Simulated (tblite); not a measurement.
**Relaxed scan of C4H11NSi**

The run: relaxed scan of C4H11NSi, SMILES C1CNC[SiH2]C1. Method and program: GFN2-xTB relaxed scan under a harmonic restraint, gas phase (tblite 0.8.0).

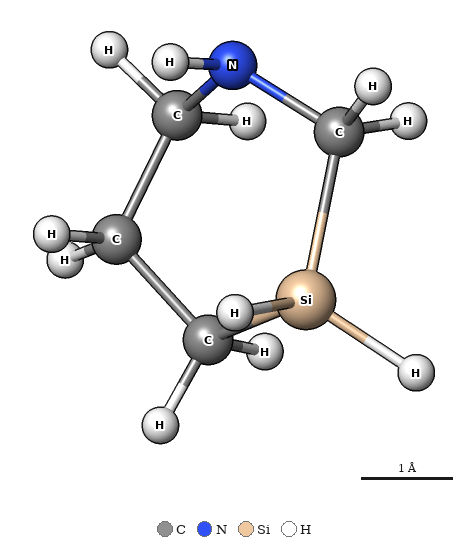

Figure 1. The structure (ball-and-stick view, seen at a tilt). Bond lengths as drawn: C–C 1.53 to 1.54 Å, C–H 1.09 to 1.10 Å, C–N 1.45 to 1.46 Å, C–Si 1.90 to 1.91 Å, H–N 1.02 Å and H–Si 1.46 to 1.47 Å.

**Input file**
```
{"job": {"xc": "GFN2-xTB", "basis": "xTB", "coordinate": [["t", [2, 3, 4, 5], 1.0]], "kind": "drive"}, "charge": 0, "multiplicity": 1}
C     -0.602500    -1.272934     0.411095
C     -1.425343    -0.250655    -0.386115
N     -1.173153     1.140732    -0.074082
C      0.152273     1.606334    -0.472869
Si     1.556378     0.544847     0.277488
C      0.883639    -1.221468     0.059423
H     -1.000264    -2.271819     0.211471
H     -0.734325    -1.073859     1.478990
H     -1.235551    -0.385054    -1.455516
H     -2.490380    -0.431188    -0.206703
H     -1.300396     1.291482     0.922700
H      0.183446     1.570547    -1.566012
H      0.226432     2.658671    -0.193191
H      1.687116     0.856008     1.708233
H      2.827215     0.731732    -0.423978
H      1.428457    -1.938437     0.675930
H      1.009956    -1.542908    -0.976774
```

The first line tells a small driver script what to run in tblite; the rest is the geometry in Å.

Hardware: 1 CPU thread, shared host.

Launched with:
```bash
OMP_NUM_THREADS=1 python <driver script> task.json out
```

**Output**
```
point  coordinate     E/eV
  0     28.800     -511.82703
  1     14.800     -511.77059
  2      0.500     -511.71162
  3    -13.900     -511.66525
  4    -28.300     -511.64532
  5    -42.600     -511.64864
```

**Summary**

| quantity | value |
| --- | --- |
| outcome | converged |
| wall time | 0.75 s |
| peak memory | 0.19 GiB |
